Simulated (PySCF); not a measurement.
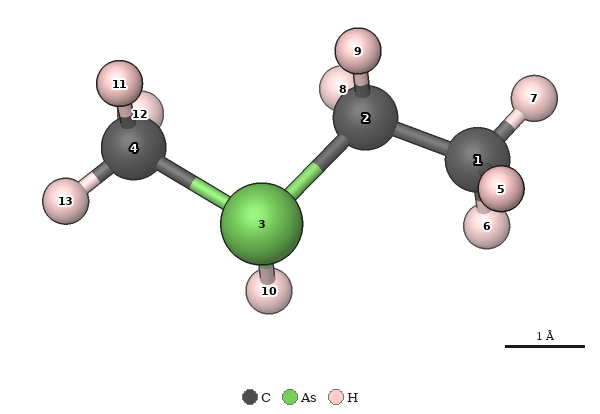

Figure 1. The structure (ball-and-stick view, seen at a tilt; atoms are numbered from 1 in the order of the input).

C3H9As: core-level calculation

System: C3H9As, SMILES CC[AsH]C.
Method: delta-SCF UKS SCAN, def2-TZVP on the ionised atom, pcseg-1 elsewhere, spin-free X2C (PySCF 2.14.0).

Figures and captions count atoms from 1; the log counts them from 0 in places.

### Input
```
{"job": {"kind": "xps", "basis": "def2-TZVP"}, "charge": 0, "multiplicity": 1}
C     -2.086510    -0.153701    -0.122755
C     -0.668797     0.391577    -0.084569
As     0.531537    -0.517048    -1.369969
C      2.232094     0.200899    -0.684985
H     -2.524328    -0.076261    -1.130579
H     -2.118753    -1.215826     0.168787
H     -2.746220     0.396259     0.567225
H     -0.237652     0.315269     0.926052
H     -0.655260     1.459138    -0.360214
H      0.598309    -1.827568    -0.583455
H      2.324976     1.248865    -1.005770
H      2.291138     0.154620     0.411536
H      3.070379    -0.364206    -1.117654
```

The first line tells a small driver script what to run in PySCF; the rest is the geometry in Å.

Machine: 1 CPU thread, shared host.

Command:
```bash
OMP_NUM_THREADS=1 python <driver script> task.json out
```

### The program's output
```
ground state, core basis on atom 0 (C), 131 functions
  cycle   1  E = -2375.04761427  |g| = 4.89e-01
  cycle   2  E = -2374.97811007  |g| = 6.89e-01
  cycle   3  E = -2375.11305516  |g| = 6.32e-02
  cycle   4  E = -2375.11426593  |g| = 2.78e-02
  cycle   5  E = -2375.11447307  |g| = 8.51e-03
  cycle   6  E = -2375.11449025  |g| = 3.35e-03
  cycle   7  E = -2375.11449599  |g| = 9.18e-04
  cycle   8  E = -2375.11449676  |g| = 2.88e-04
  E(ground) = -2375.02252942 Eh
hole in C 1s of atom 0
  cycle   1  E = -2363.87700644  |g| = 1.47e+00
  cycle   2  E = -2363.27193852  |g| = 1.63e+00
  cycle   3  E = -2364.34815668  |g| = 3.85e-01
  cycle   4  E = -2364.40395280  |g| = 1.66e-01
  cycle   5  E = -2364.41948457  |g| = 4.67e-02
  cycle   6  E = -2364.42064191  |g| = 1.13e-02
  cycle   7  E = -2364.42072381  |g| = 3.24e-03
  cycle   8  E = -2364.42073274  |g| = 1.64e-03
  cycle   9  E = -2364.42073416  |g| = 7.25e-04
  cycle  10  E = -2364.42073553  |g| = 4.37e-04
  E(ion) = -2364.32739544 Eh   <S^2> = 0.7665   hole on atom = 1.000   binding energy = 291.029 eV
ground state, core basis on atom 1 (C), 131 functions
  cycle   1  E = -2375.11604511  |g| = 2.10e-02
  cycle   2  E = -2375.11599012  |g| = 2.47e-02
  cycle   3  E = -2375.11614389  |g| = 2.97e-03
  cycle   4  E = -2375.11614612  |g| = 1.80e-03
  cycle   5  E = -2375.11615079  |g| = 3.82e-04
  E(ground) = -2375.02409693 Eh
hole in C 1s of atom 1
  cycle   1  E = -2363.86753200  |g| = 1.48e+00
  cycle   2  E = -2363.01652197  |g| = 1.78e+00
  cycle   3  E = -2364.33930752  |g| = 4.37e-01
  cycle   4  E = -2364.42385604  |g| = 1.25e-01
  cycle   5  E = -2364.43177634  |g| = 5.84e-02
  cycle   6  E = -2364.43368768  |g| = 1.16e-02
  cycle   7  E = -2364.43377920  |g| = 2.91e-03
  cycle   8  E = -2364.43379195  |g| = 1.20e-03
  cycle   9  E = -2364.43379371  |g| = 5.50e-04
  cycle  10  E = -2364.43379206  |g| = 2.31e-04
  E(ion) = -2364.34005275 Eh   <S^2> = 0.7703   hole on atom = 1.000   binding energy = 290.728 eV
ground state, core basis on atom 3 (C), 131 functions
  cycle   1  E = -2375.11534896  |g| = 1.75e-02
  cycle   2  E = -2375.11526770  |g| = 2.32e-02
  cycle   3  E = -2375.11541331  |g| = 4.07e-03
  cycle   4  E = -2375.11541924  |g| = 1.59e-03
  cycle   5  E = -2375.11542166  |g| = 3.58e-04
  E(ground) = -2375.02329473 Eh
hole in C 1s of atom 3
  cycle   1  E = -2363.87204410  |g| = 1.47e+00
  cycle   2  E = -2363.20344186  |g| = 1.65e+00
  cycle   3  E = -2364.34623798  |g| = 4.13e-01
  cycle   4  E = -2364.41869196  |g| = 1.45e-01
  cycle   5  E = -2364.42999235  |g| = 5.48e-02
  cycle   6  E = -2364.43159418  |g| = 1.29e-02
  cycle   7  E = -2364.43171002  |g| = 3.11e-03
  cycle   8  E = -2364.43171831  |g| = 1.70e-03
  cycle   9  E = -2364.43172280  |g| = 6.38e-04
  cycle  10  E = -2364.43172233  |g| = 2.39e-04
  E(ion) = -2364.33865515 Eh   <S^2> = 0.7687   hole on atom = 1.000   binding energy = 290.744 eV
```

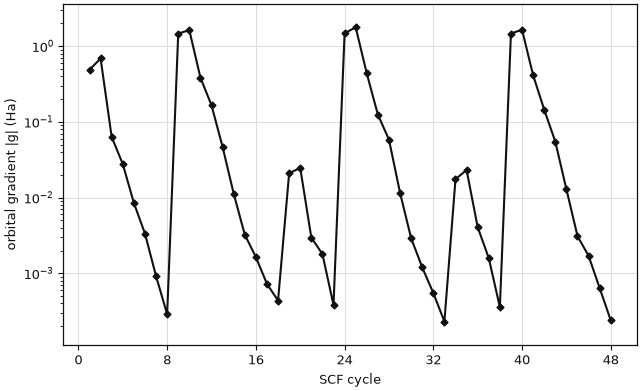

Figure 2. Convergence of the self-consistent field: orbital gradient |g| against the SCF cycle. All cycles printed in the log are drawn one after another.

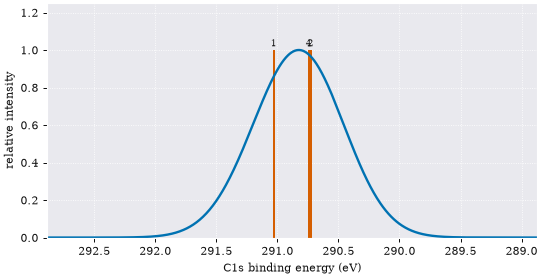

Figure 3. C1s binding energies by ΔSCF of the atoms computed, labelled by atom number, with a Gaussian envelope of 0.8 eV full width. They run from 290.73 eV (atom 2) to 291.03 eV (atom 1).

### Results in brief

| quantity | value |
| --- | --- |
| outcome | converged |
| wall time | 18 s |
| peak memory | 0.57 GiB |
